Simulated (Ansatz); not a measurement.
# Ta2NO2 monolayer: a soft mode frozen in, part 2 of 2

Wanted: the energy along a soft mode of Ta2NO2 monolayer and the structure at the end.

Ansatz 0.2.0; DFT PBEsol, scalar-relativistic, plane waves, PAW.

So far, highest frequency on the path or at a solved wavevector (cm⁻¹): step 2 (response at finite wavevector) 651. Also lowest frequency on the path (cm⁻¹): step 2 -171.

## 6. Relaxation from the frozen mode

Starting from the lowest point found, all atoms and the cell are let go, so that strain and other modes of the same symmetry can join in.

File input.yaml:

```yaml
crystal:
  lattice:
    - [3.1019748692, 0.0, 0.0]
    - [0.0, 5.3727780773, 0.0]
    - [0.0, 0.0, 32.6]
  atoms:
    - { symbol: "N", position: [0.5, 0.5, 0.3067484663] }
    - { symbol: "N", position: [0.0, 0.0, 0.3067484663] }
    - { symbol: Ta, position: [0.0, 0.3217040634, 0.3434758192] }
    - { symbol: Ta, position: [0.5, 0.8449626033, 0.3426238309] }
    - { symbol: Ta, position: [0.5, 0.1550373967, 0.2708731017] }
    - { symbol: Ta, position: [1.0, 0.6782959366, 0.2700211133] }
    - { symbol: O, position: [0.5, 0.1708908014, 0.3784988691] }
    - { symbol: O, position: [1.0, 0.6624425319, 0.3737925352] }
    - { symbol: O, position: [0.0, 0.3375574681, 0.2397043974] }
    - { symbol: O, position: [0.5, 0.8291091986, 0.2349980635] }
  periodic: [true, true, false]
kpoints:
  mp_grid: { grid: [12, 8, 1] }
hamiltonian:
  xc: pbesol
scf:
  occupations: { method: methfessel_paxton, width: 0.15 }
output:
  forces: true
  stress: true
  eigenvalues: true
relax:
  adjacent_minimum: "off"
  f_tol: 0.002
  max_steps: 120
  cell: { stress_2d_tol: 0.005 }
```

Launch:

```bash
$ ansatz run input.yaml --threads 8 --pin off --max-ram 14336MiB --backend cpu --events-out ev --progress --plain --runs-dir out
```

Numbers of over 12 decimals in the logs are rounded to 6 here.

Log:

```text
[...]
Crystal: 10 atoms, lattice volume = 543.319 Å³
Basis set: ecut = 420 eV, 10647 PW (Γ), exchange–correlation on 48×72×450 points (8 copies of the dense FFT grid, shifted against one another)
Bands: 53, of which v1, the nominal top of the filled ones, is band 43 counted from 1 (42 counted from 0)
Symmetry: 4 space group operations
[...]
k-points: 35 of 96
[...]
SCF iter   1: F=—  HF=-42235.515439 eV  |F-HF|=—  |Δ(HF+E_count)|=         —  Δρ=8.45e-3  dr2=4.87e-1  ethr=1.77e-3  ⟨swp⟩=12.5  Hψ=13399  notcnv=0
[...]
SCF iter   9: F=-42235.432393 eV  HF=-42235.432393 eV  |F-HF|=5.88e-9  |Δ(HF+E_count)|=   1.45e-7  S|Δr|=    0.00e0  Δρ=3.43e-7  dr2=4.65e-10  ethr=1.11e-11  ⟨swp⟩=5.0  Hψ=8128  notcnv=0
SCF 1 converged in 9 iterations: F = -42235.432393 eV  dr2 = 4.65e-10
[...]
relax step   1: F+E_penalty+E_count = -42235.43239336 eV  Δ(F+E_penalty+E_count) = +0.000e0 eV  max|allowed force component| = 4.451e-1 eV/Å  Δτ_max = 0.0000 Å  P = +0.232 N/m  Ω = 543.319 Å³  fix = [c, alpha, beta]  reactions: c +0.000 N/m; alpha +0.000 N/m/rad  (9 SCF iters, dr2 threshold 1.00e-7 eV, accepted)
Crystal: 10 atoms, lattice volume = 545.635 Å³
Basis set: ecut = 420 eV, 10675 PW (Γ), exchange–correlation on 48×72×450 points (8 copies of the dense FFT grid, shifted against one another)
[...]
iter 1 solved again at ethr=6.52e-6 eV; its pass at ethr=3.10e-3 eV (dr2=5.61e-3 eV) is discarded
[...]
SCF iter   6: F=-42235.438225 eV  HF=-42235.438225 eV  |F-HF|=2.98e-7  |Δ(HF+E_count)|=   1.08e-6  S|Δr|=    0.00e0  Δρ=2.43e-6  dr2=2.04e-8  ethr=3.46e-10  ⟨swp⟩=5.7  Hψ=8764  notcnv=0
SCF 2 converged in 6 iterations: F = -42235.438225 eV  dr2 = 2.04e-8
relax step   2: F+E_penalty+E_count = -42235.43822516 eV  Δ(F+E_penalty+E_count) = -5.832e-3 eV  max|allowed force component| = 1.434e-1 eV/Å  Δτ_max = 0.0115 Å  P = -0.261 N/m  Ω = 545.635 Å³  energy of the carried Pulay correction = -2.005e-3 eV  fix = [c, alpha, beta]  reactions: c +0.000 N/m; alpha +0.000 N/m/rad  (6 SCF iters, dr2 threshold 1.00e-6 eV, accepted)
Crystal: 10 atoms, lattice volume = 544.987 Å³
Basis set: ecut = 420 eV, 10667 PW (Γ), exchange–correlation on 48×72×450 points (8 copies of the dense FFT grid, shifted against one another)
[...]
SCF iter   4: F=-42235.439934 eV  HF=-42235.439933 eV  |F-HF|=1.93e-7  |Δ(HF+E_count)|=   2.49e-6  S|Δr|=    0.00e0  Δρ=5.91e-6  dr2=1.61e-7  ethr=1.16e-9  ⟨swp⟩=17.5  Hψ=13191  notcnv=0
SCF 3 converged in 4 iterations: F = -42235.439934 eV  dr2 = 1.61e-7
relax step   3: F+E_penalty+E_count = -42235.43993362 eV  Δ(F+E_penalty+E_count) = -1.708e-3 eV  max|allowed force component| = 5.096e-2 eV/Å  Δτ_max = 0.0028 Å  P = -0.033 N/m  Ω = 544.987 Å³  energy of the carried Pulay correction = -1.445e-3 eV  fix = [c, alpha, beta]  reactions: c +0.000 N/m; alpha -0.000 N/m/rad  (4 SCF iters, dr2 threshold 1.00e-6 eV, accepted)
[... from here on, the SCF cycles and remarks between the steps are left out ...]
relax step   4: F+E_penalty+E_count = -42235.44053862 eV  Δ(F+E_penalty+E_count) = -6.050e-4 eV  max|allowed force component| = 3.089e-2 eV/Å  Δτ_max = 0.0025 Å  P = +0.043 N/m  Ω = 544.710 Å³  energy of the carried Pulay correction = -1.205e-3 eV  fix = [c, alpha, beta]  reactions: c -0.000 N/m; alpha +0.000 N/m/rad  (4 SCF iters, dr2 threshold 1.62e-7 eV, accepted)
relax step   5: F+E_penalty+E_count = -42235.44049085 eV  Δ(F+E_penalty+E_count) = +4.777e-5 eV  max|allowed force component| = 1.717e-2 eV/Å  Δτ_max = 0.0031 Å  P = -0.008 N/m  Ω = 544.889 Å³  energy of the carried Pulay correction = -1.361e-3 eV  fix = [c, alpha, beta]  reactions: c -0.000 N/m; alpha -0.000 N/m/rad  (4 SCF iters, dr2 threshold 5.96e-8 eV, accepted)
relax step   6: F+E_penalty+E_count = -42235.44057241 eV  Δ(F+E_penalty+E_count) = -8.155e-5 eV  max|allowed force component| = 8.232e-3 eV/Å  Δτ_max = 0.0023 Å  P = -0.002 N/m  Ω = 544.847 Å³  energy of the carried Pulay correction = -1.324e-3 eV  fix = [c, alpha, beta]  reactions: c +0.000 N/m; alpha +0.000 N/m/rad  (5 SCF iters, dr2 threshold 1.84e-8 eV, accepted)
relax step   7: F+E_penalty+E_count = -42235.44062724 eV  Δ(F+E_penalty+E_count) = -5.483e-5 eV  max|allowed force component| = 2.366e-3 eV/Å  Δτ_max = 0.0010 Å  P = +0.006 N/m  Ω = 544.799 Å³  energy of the carried Pulay correction = -1.283e-3 eV  fix = [c, alpha, beta]  reactions: c -0.000 N/m; alpha +0.000 N/m/rad  (5 SCF iters, dr2 threshold 4.24e-9 eV, accepted)
relax step   8: F+E_penalty+E_count = -42235.44058280 eV  Δ(F+E_penalty+E_count) = +4.444e-5 eV  max|allowed force component| = 1.685e-3 eV/Å  Δτ_max = 0.0004 Å  P = -0.002 N/m  Ω = 544.851 Å³  energy of the carried Pulay correction = -1.328e-3 eV  fix = [c, alpha, beta]  reactions: c -0.000 N/m; alpha -0.000 N/m/rad  (5 SCF iters, dr2 threshold 3.50e-10 eV, accepted)
relax step   9: F+E_penalty+E_count = -42235.44189348 eV  Δ(F+E_penalty+E_count) = -1.311e-3 eV  max|allowed force component| = 1.621e-3 eV/Å  Δτ_max = 0.0000 Å  P = +0.014 N/m  Ω = 544.851 Å³  fix = [c, alpha, beta]  reactions: c -0.000 N/m; alpha -0.000 N/m/rad  stress off target by 2.75e-2 N/m on what of the cell is left free  SCF on the basis re-selected at this cell (its energy is not comparable with the rows above)  (7 SCF iters)
relax step  10: F+E_penalty+E_count = -42235.44184511 eV  Δ(F+E_penalty+E_count) = +4.837e-5 eV  max|allowed force component| = 1.080e-3 eV/Å  Δτ_max = 0.0002 Å  P = -0.015 N/m  Ω = 544.908 Å³  energy of the carried Pulay correction = -4.970e-5 eV  fix = [c, alpha, beta]  reactions: c -0.000 N/m; alpha -0.000 N/m/rad  (5 SCF iters, dr2 threshold 8.76e-10 eV, accepted)
relax step  11: F+E_penalty+E_count = -42235.44186863 eV  Δ(F+E_penalty+E_count) = -2.352e-5 eV  max|allowed force component| = 7.445e-4 eV/Å  Δτ_max = 0.0001 Å  P = +0.001 N/m  Ω = 544.882 Å³  energy of the carried Pulay correction = -2.676e-5 eV  fix = [c, alpha, beta]  reactions: c -0.000 N/m; alpha +0.000 N/m/rad  (5 SCF iters, dr2 threshold 3.21e-10 eV, accepted)
[...]
SCF iter   7: F=-42235.441896 eV  HF=-42235.441896 eV  |F-HF|=1.46e-10  |Δ(HF+E_count)|=  1.53e-10  S|Δr|=    0.00e0  Δρ=1.83e-9  dr2=1.57e-14  ethr=1.00e-12  ⟨swp⟩=17.6  Hψ=13637  notcnv=0
SCF 12 converged in 7 iterations: F = -42235.441896 eV  dr2 = 1.57e-14
relax step  12: F+E_penalty+E_count = -42235.44189603 eV  Δ(F+E_penalty+E_count) = -2.739e-5 eV  max|allowed force component| = 7.465e-4 eV/Å  Δτ_max = 0.0000 Å  P = +0.001 N/m  Ω = 544.882 Å³  fix = [c, alpha, beta]  reactions: c -0.000 N/m; alpha +0.000 N/m/rad  stress off target by 1.66e-3 N/m on what of the cell is left free  SCF on the basis re-selected at this cell (its energy is not comparable with the rows above)  (7 SCF iters)
[...]
SCF converged after 7 iterations
[...]
Free energy (F): -42235.441896 eV
[...]
Internal energy: -42235.437661 eV  (E = F + TS)
E sigma→0 (E₀):  -42235.440837 eV
Entropy (-TS):   -0.004235 eV (-0.423 meV/atom)
Fermi energy:    -5.132710 eV
[...]
--- Forces (eV/Å), atoms counted from 1 ---
  atom   1  N      0.00000000     0.00000000     0.00000000
  atom   2  N      0.00000000     0.00000000     0.00000000
  atom   3  Ta     0.00000000    -0.00008845    -0.00033543
  atom   4  Ta     0.00000000     0.00039504    -0.00074655
  atom   5  Ta     0.00000000    -0.00039504     0.00074655
  atom   6  Ta     0.00000000     0.00008845     0.00033543
  atom   7  O      0.00000000     0.00001510     0.00045593
  atom   8  O      0.00000000    -0.00021283     0.00045766
  atom   9  O      0.00000000     0.00021283    -0.00045766
  atom  10  O      0.00000000    -0.00001510    -0.00045593
  max |Σ_I F_I| component: 5.42e-20 eV/Å
--- 2D stress c σ (N/m, compression-positive) ---
        0.001661      -0.000000       0.000000
       -0.000000       0.000721      -0.000000
        0.000000      -0.000000       0.000000
  P = ½ c Tr σ = 0.0012 N/m
--- Band table (eV; the first three rows and the last of 35) ---
  k-point 0: bands = [... 39 lower, -9.0266, -7.5387, -6.4901, -6.3349, -5.6141, -4.1702, -3.8318, -3.7977, ... 6 higher]
  k-point 1: bands = [... 39 lower, -9.0627, -7.5245, -6.3244, -6.3232, -5.6065, -4.1227, -3.8394, -3.7993, ... 6 higher]
  k-point 2: bands = [... 39 lower, -8.9175, -7.4712, -6.4908, -5.9594, -5.4260, -4.0840, -3.9540, -3.7077, ... 6 higher]
  k-point 34: bands = [... 39 lower, -9.3505, -7.8135, -7.1625, -4.2232, -3.9915, -3.5816, -3.2108, -3.0822, ... 6 higher]
--- Relaxed structure (10 steps of the walk, 10 accepted, 2 SCFs on fresh bases) ---
  F+E_penalty+E_count = -42235.44189603 eV   max|allowed force component| = 7.465e-4 eV/Å   (the final SCF, on the basis selected at the relaxed cell)
  cell:  # Å, volume = 544.8819 Å³
    - [3.112887, 0.0, 0.0]
    - [0.0, 5.369347, 0]
    - [0.0, 0, 32.6]
  atoms:
    - { symbol: N, position: [0.500000, 0.5, 0.306748] }
    - { symbol: N, position: [0, 0, 0.306748] }
    - { symbol: Ta, position: [0, 0.321227, 0.343344] }
    - { symbol: Ta, position: [0.500000, 0.846015, 0.343012] }
    - { symbol: Ta, position: [0.500000, 0.153985, 0.270485] }
    - { symbol: Ta, position: [1.000000, 0.678773, 0.270153] }
    - { symbol: O, position: [0.500000, 0.170728, 0.378302] }
    - { symbol: O, position: [1.000000, 0.662680, 0.373422] }
    - { symbol: O, position: [0, 0.337320, 0.240075] }
    - { symbol: O, position: [0.500000, 0.829272, 0.235195] }
```

Run time: 2.7 min. Hardware: 8 threads of Arm Neoverse V1, shared host; peak memory 2.1 GiB; 21 min of CPU time.

The steps of the relaxation:

```csv
step,energy less that of the first step (eV),largest force component (eV/Å),volume (Å³)
1,0.0000,0.4451,543.32
2,-0.0058,0.1434,545.64
3,-0.0075,0.0510,544.99
4,-0.0081,0.0309,544.71
5,-0.0081,0.0172,544.89
6,-0.0082,0.0082,544.85
7,-0.0082,0.0024,544.80
8,-0.0082,0.0017,544.85
9*,-0.0095,0.0016,544.85
10,-0.0095,0.0011,544.91
11,-0.0095,0.0007,544.88
12*,-0.0095,0.0007,544.88
```

Relaxation steps marked * repeat the geometry before them on a plane-wave basis chosen anew for their cell, so energy and pressure can jump there.

The run keeps the 4 symmetry operations that it works with, so distortions that break them were not tested.

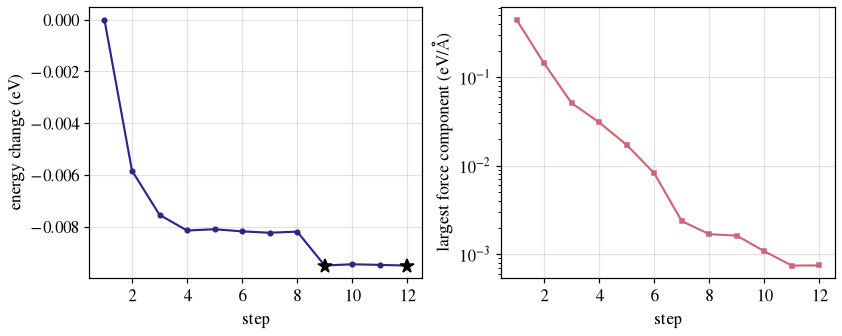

Energy and largest force along the relaxation. Stars mark steps on a basis chosen anew.

```csv
cell as run,before,after,change
a (Å),3.102,3.113,+0.4 %
b (Å),5.373,5.369,-0.1 %
```

The atoms that moved most (Å, along periodic axes as changes of fractional coordinates times the final cell, across vacuum about the mean position):

```csv
atom,dx,dy,dz,length
Ta4,0.000,0.006,0.013,0.014
Ta5,0.000,-0.006,-0.013,0.014
O9,0.000,-0.001,0.012,0.012
O8,0.000,0.001,-0.012,0.012
O10,0.000,0.001,0.006,0.006
O7,0.000,-0.001,-0.006,0.006
Ta6,0.000,0.003,0.004,0.005
Ta3,0.000,-0.003,-0.004,0.005
```

Final coordinates:

```xyz
10
Lattice="3.1129 0.0000 0.0000 0.0000 5.3693 0.0000 0.0000 0.0000 32.6000" Properties=species:S:1:pos:R:3
N     1.5564    2.6847   10.0000
N     0.0000    0.0000   10.0000
Ta    0.0000    1.7248   11.1930
Ta    1.5564    4.5425   11.1822
Ta    1.5564    0.8268    8.8178
Ta    3.1129    3.6446    8.8070
O     1.5564    0.9167   12.3326
O     3.1129    3.5582   12.1736
O     0.0000    1.8112    7.8264
O     1.5564    4.4526    7.6674
```

Numbers from this step:

| Quantity | Value |
| --- | --- |
| area per atom | 1.671 Å² |

The distorted start has space group P2/m; the relaxation ends in P2/m.

## 7. Results

- unstable mode of the parent: q = (0, -0.5, 0), 86i cm⁻¹
- depth at the lowest point sampled: 3.52 meV/atom
- largest atomic shift at that point: 0.08 Å
- space group reached (within 0.01 Å): P2/m
- energy gained over the parent (first relaxation, on the mesh of the frozen mode): 4.46 meV/atom
- area per atom, phase reached: 1.67 Å²

What this shows: Along this mode the structure falls into P2/m, 4.46 meV/atom below the parent. At the parent's cell the well is 3.518 meV/atom deep on the steps tried, with its lowest point at a shift of 0.08 Å. Relaxing atoms and cell changes the gain by +0.95 meV/atom against the lowest step (energies at zero smearing). The modes of the phase reached were not computed on this path. Of the 2 patterns followed to their end from this parent, this one ends 7.96 meV/atom above the lowest, P2_1/m. Each path keeps the symmetry of its pattern, so a lower phase may lie along a pattern not tried. With no gap, or one that is small against the smearing, the frequencies hang on the k mesh and the smearing, most of all near Kohn anomalies. The phonon runs are without spin polarisation, although the cell has an odd electron count. In a sheet or slab the interpolated bending branch near Γ is rough, since the rotational sum rule isn't imposed. Spin-orbit coupling is left out, which can matter for the heavy elements here. A phonon run warned that its eigensolver left some bands unconverged in a pass. The starting cell was built on a prototype and not taken from a measurement.

[Logs are printed without paths, hosts, clocks, repeated set-up lines and the standing remarks that a program may print on its own settings, such as how far it seeks lower states.]

[Hosts, paths, dates, database ids (printed as entryN), source tags and the programs' standing remarks are cut or masked in the printed files.]
